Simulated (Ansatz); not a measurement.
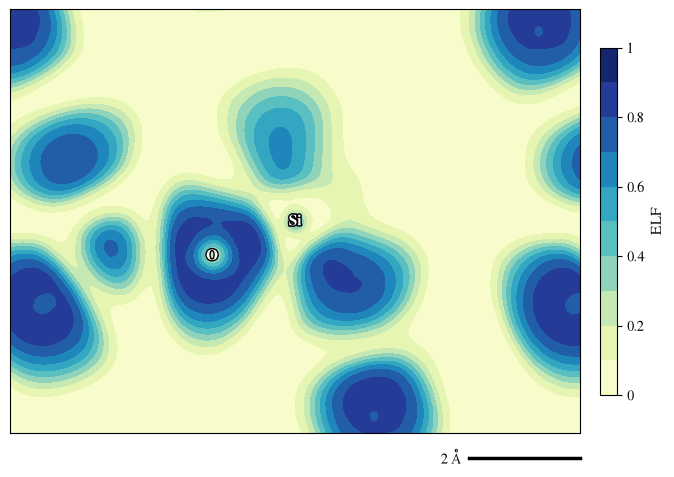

*HfSi$_{3}$O$_{8}$. Electron localisation function on the (111) plane of the conventional cell.*

Space group P-4; a structure generated by program, which may or may not match a known phase.

Method: DFT PBE, scalar-relativistic, plane waves, PAW (Ansatz).

Core electrons are frozen (PAW), and the valence fields are smoothed inside the atomic spheres.

Input

```
crystal:
  lattice:
    - [5.3228272445, 0.0, 0.0]
    - [0.0, 5.3228272445, 0.0]
    - [0.0, 0.0, 7.93650909]
  atoms:
    - { symbol: Hf, position: [0.5, 0.5, 0.5] }
    - { symbol: Si, position: [0.0, 0.0, 0.0] }
    - { symbol: Si, position: [0.5, 0.0, 0.7781413922] }
    - { symbol: Si, position: [0.0, 0.5, 0.2218586078] }
    - { symbol: O, position: [0.4226919822, 0.7687585125, 0.655480651] }
    - { symbol: O, position: [0.9303955131, 0.2516207265, 0.1090817262] }
    - { symbol: O, position: [0.7483792735, 0.9303955131, 0.8909182738] }
    - { symbol: O, position: [0.2312414875, 0.4226919822, 0.344519349] }
    - { symbol: O, position: [0.5773080178, 0.2312414875, 0.655480651] }
    - { symbol: O, position: [0.0696044869, 0.7483792735, 0.1090817262] }
    - { symbol: O, position: [0.2516207265, 0.0696044869, 0.8909182738] }
    - { symbol: O, position: [0.7687585125, 0.5773080178, 0.344519349] }
basis:
  ecutwfc: 420
kpoints:
  mp_grid: { grid: [4, 4, 4] }
  band_path:
    path:
      - [[0.0, 0.0, 0.0], [0.0, 0.5, 0.0], [0.5, 0.5, 0.0], [0.0, 0.0, 0.0], [0.0, 0.0, 0.5], [0.0, 0.5, 0.5], [0.5, 0.5, 0.5], [0.0, 0.0, 0.5]]
      - [[0.0, 0.5, 0.0], [0.0, 0.5, 0.5]]
      - [[0.5, 0.5, 0.0], [0.5, 0.5, 0.5]]
    npoints: 10
hamiltonian:
  xc: pbe
scf:
  occupations: { method: gaussian, width: 0.02 }
  n_extra_bands: 30
output:
  forces: true
  stress: true
  eigenvalues: true
  populations: true
  dos: { projected: true, de: 0.02, nscf_kmesh: { grid: [6, 6, 6] } }
  bader: false
  write_density: true
  write_potential: true
  elf: true
  volumetric_format: npy
```

Launched as:

```sh
ansatz run input.yaml --threads 1 --pin off --max-ram 2560MiB --backend cpu --events-out ev --progress --plain --runs-dir out
```

Below, planes, directions and counts refer to the conventional cell (a = 5.32 Å, b = 5.32 Å, c = 7.94 Å, α = 90.00°, β = 90.00°, γ = 90.00°).

What does the map show?

Answer.
- Atoms in the plane: Si and O.
- Atoms just off the plane (Hf, 0.8 Å away, Si, 0.9 Å away and O, 0.4 Å away) can leave unmarked features too.
- Si–O (1.62 Å): the ELF peaks at about 0.85 between the atoms: a polar covalent bond.
